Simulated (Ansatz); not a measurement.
# InH2Cl (SMILES [H][In]([H])[Cl]): levels of theory compared

Aim: a comparison of 6 runs (B2PLYP/STO-3G, BHLYP/STO-3G, HSE06/STO-3G, UPBE0/STO-3G, r2SCAN/STO-3G, BCCD(T)/STO-3G) of InH2Cl. 

The results are computed with Ansatz 0.2.0.

56 further runs of the same task are left out: 2 that didn't finish, 54 set aside as unsound or not needed.

**1. The molecule**

InH2Cl: 4 atoms, total charge 0, spin state singlet. As SMILES, `[H][In]([H])[Cl]`. The H2–In1 distance was set to 3.426 Å, away from the relaxed value. At this shape a bond of the SMILES string is far longer than usual.

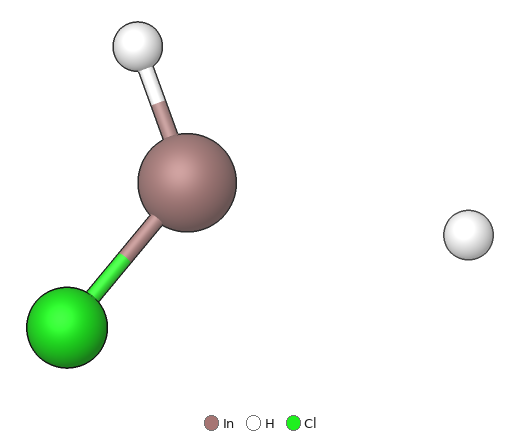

Viewed from a chosen angle; indium brown, hydrogen white, chlorine green.

**2. A single-point energy at B2PLYP/STO-3G (run 1)**

The input, in.yaml:

```yaml
crystal:
  periodic: [false, false, false]
  atoms:
    - {symbol: In, position_ang: [-1.642551, 0.134320, -0.012110]}
    - {symbol: H, position_ang: [1.783010, 0.101380, 0.011370]}
    - {symbol: H, position_ang: [-2.467841, 1.634950, -0.031610]}
    - {symbol: Cl, position_ang: [-2.810901, -1.821250, -0.002870]}
basis:
  gaussian: {orbitals: STO-3G}
correlation: {frozen_orbitals: {Cl: 5, H: 0, In: 18}}
hamiltonian: {xc: {name: B2PLYP}}
accuracy: high
```

Run with:

```bash
$ ansatz run in.yaml --threads 1 --pin off --max-ram 2610MiB --events-out events.jsonl --progress --plain --runs-dir runs
```

What it wrote:

```text
Warning: RAYON_NUM_THREADS=1 ignored (pool sized by the plan → 1); use --threads N
Functional definition: B2PLYP
  name "B2PLYP"
  parameter a = 0.53
  parameter c = 0.27
  exchange = (1 - a)*b88_x + a*exact_x
  correlation = (1 - c)*lyp_c + c*(mp2_os + mp2_ss)
687 factors; integrals over basis functions are off by at most 3.9e-9 eV
mean field evaluation 1: about -167083.7464 eV, gradient 1.7e1 eV
mean field evaluation 2: about -167083.7484 eV, gradient 1.7e1 eV
mean field evaluation 4: about -167087.4097 eV, gradient 1.2e1 eV
mean field evaluation 8: about -167087.9581 eV, gradient 1.1e1 eV
mean field evaluation 16: about -167089.3824 eV, gradient 2.5e-8 eV
mean field -167089.38243691 eV, -6140.4215473053 hartree, gradient 2.7e-8 eV, S^2 0.000000; 0 other end points of the search recorded, 0 dependent functions left out; unrestricted orbitals would lower it
23 core orbitals not correlated: weight in the atoms' cores, before any rotation towards them, 1.000 or more for the frozen orbitals, at most 0.000 for the correlated occupied ones
reference -167089.38245659 eV, -6140.4215480284 hartree; 11, 11 occupied and 4, 4 virtual orbitals, 687 factors
second order -4.13625788 eV of doubles, -0.00000000 eV of singles
Total energy: -167090.49924621 eV, -6140.4625892901 hartree
```

Run time: 3.6 s. Hardware: 1 thread of Arm Neoverse V1, shared host; peak memory 0.14 GiB.

**3. The energy at BHLYP/STO-3G (run 2)**

The input, molecule.yaml:

```yaml
crystal:
  periodic: [false, false, false]
  atoms:
    - {symbol: In, position_ang: [-1.642551, 0.134320, -0.012110]}
    - {symbol: H, position_ang: [1.783010, 0.101380, 0.011370]}
    - {symbol: H, position_ang: [-2.467841, 1.634950, -0.031610]}
    - {symbol: Cl, position_ang: [-2.810901, -1.821250, -0.002870]}
basis:
  gaussian:
    orbitals: STO-3G
hamiltonian:
  xc: {name: BHLYP}
accuracy: high
```

Run with:

```bash
$ ansatz run molecule.yaml --threads 1 --pin off --max-ram 2610MiB --events-out events.jsonl --progress --plain --runs-dir runs
```

What it wrote:

```text
Warning: RAYON_NUM_THREADS=1 ignored (pool sized by the plan → 1); use --threads N
Functional definition: BHLYP
  name "BHLYP"
  parameter a = 0.5
  exchange = (1 - a)*b88_x + a*exact_x
  correlation = lyp_c
687 factors; integrals over basis functions are off by at most 3.9e-9 eV
mean field evaluation 1: about -167106.7206 eV, gradient 1.8e1 eV
mean field evaluation 2: about -167102.7048 eV, gradient 1.5e1 eV
mean field evaluation 4: about -167110.9182 eV, gradient 1.2e1 eV
mean field evaluation 8: about -167110.9125 eV, gradient 1.2e1 eV
mean field evaluation 16: about -167112.4569 eV, gradient 3.1e-7 eV
mean field -167112.45688478 eV, -6141.2695176241 hartree, gradient 2.7e-8 eV, S^2 0.000000; 0 other end points of the search recorded, 0 dependent functions left out
reference -167112.45690575 eV, -6141.2695183947 hartree; 34, 34 occupied and 4, 4 virtual orbitals, 687 factors
Total energy: -167112.45690575 eV, -6141.2695183947 hartree
```

It took 2.5 s on 1 thread of Arm Neoverse V1, shared host; peak memory 0.12 GiB.

Runs 3 to 5 aren't shown in full; the table further down has their settings and results.

**4. A single-point energy at BCCD(T)/STO-3G (run 6)**

The input, job.yaml:

```yaml
basis:
  gaussian:
    orbitals: STO-3G
crystal:
  periodic: [false, false, false]
  atoms:
    - {symbol: In, position_ang: [-1.642551, 0.134320, -0.012110]}
    - {symbol: H, position_ang: [1.783010, 0.101380, 0.011370]}
    - {symbol: H, position_ang: [-2.467841, 1.634950, -0.031610]}
    - {symbol: Cl, position_ang: [-2.810901, -1.821250, -0.002870]}
correlation:
  method: bccd_t
  frozen_orbitals: {Cl: 5, H: 0, In: 18}
accuracy: high
scf:
  omitted_lower_state_checks: [cluster_reference, increment]
```

Run with:

```bash
$ ansatz run job.yaml --threads 1 --pin off --max-ram 2610MiB --events-out events.jsonl --progress --plain --runs-dir runs
```

What it wrote, shortened:

```text
Warning: RAYON_NUM_THREADS=1 ignored (pool sized by the plan → 1); use --threads N
Functional definition: HF
  name "HF"
[...]
687 factors; integrals over basis functions are off by at most 3.9e-9 eV
[...]
mean field -167034.86049942 eV, -6138.4179030588 hartree, gradient 1.1e-8 eV, S^2 0.000000; 1 other end points of the search recorded, 0 dependent functions left out; unrestricted orbitals would lower it
23 core orbitals not correlated: weight in the atoms' cores, before any rotation towards them, 1.000 or more for the frozen orbitals, at most 0.000 for the correlated occupied ones
reference -167034.86049942 eV, -6138.4179030588 hartree; 11, 11 occupied and 4, 4 virtual orbitals, 687 factors
second order -2.56210238 eV of doubles, -0.00000000 eV of singles
cycle   1  -2.25693569 eV  change   -9.3e-1 eV  update   1.5e-1
[...]
cycle  29  -4.40410582 eV  change  -4.0e-10 eV  update  5.6e-10
perturbative correction -0.13038061 eV, -0.0047913992 hartree
WARN: these amplitudes may be one of several solutions (largest doubles amplitude 0.70, level shift 8.20 eV)
Total energy: -167039.39498586 eV, -6138.5845423618 hartree
Checks for a lower state left out: cluster_reference, increment
```

Wall time 1 s (1 thread of Arm Neoverse V1, shared host); peak memory 0.094 GiB.

**5. The series**

```csv
run,level,frozen core orbitals,energy (Eh),wall time
1,B2PLYP/STO-3G,23,-6140.462589,3.6 s
2,BHLYP/STO-3G,–,-6141.269518,2.5 s
3,HSE06/STO-3G,–,-6140.690043,2.7 s
4,UPBE0/STO-3G,–,-6140.723538,11 s
5,r2SCAN/STO-3G,–,-6141.276576,6.3 s
6,BCCD(T)/STO-3G,23,-6138.584542,1 s
```

**6. Summary of results**

```
                                           quantity           value
                                run 6: total energy  -6138.58454 Eh
run 6: correlation energy (23 core orbitals frozen)      -166.6 mEh
                              run 6: (T) correction       -4.79 mEh
```

**Reading.** Totals of different functionals can't be ranked against each other. In runs 1, 6 the log says that unrestricted orbitals would lower the reference, so the values rest on an unstable closed-shell determinant (other closed-shell runs at this shape may share the fault). In runs 1, 2, 3, 4, 5, 6 the basis is minimal, so the values are rough. In runs 1, 2, 3, 4, 5, 6 relativity is left out where basis or elements ask for it. Spin contamination of the reference: run 4 ⟨S²⟩ = 0.94. Where it is this large, the reference is a mixture of spin states, and values that rest on it are in doubt. All runs together took 27 s, the longest 11 s.
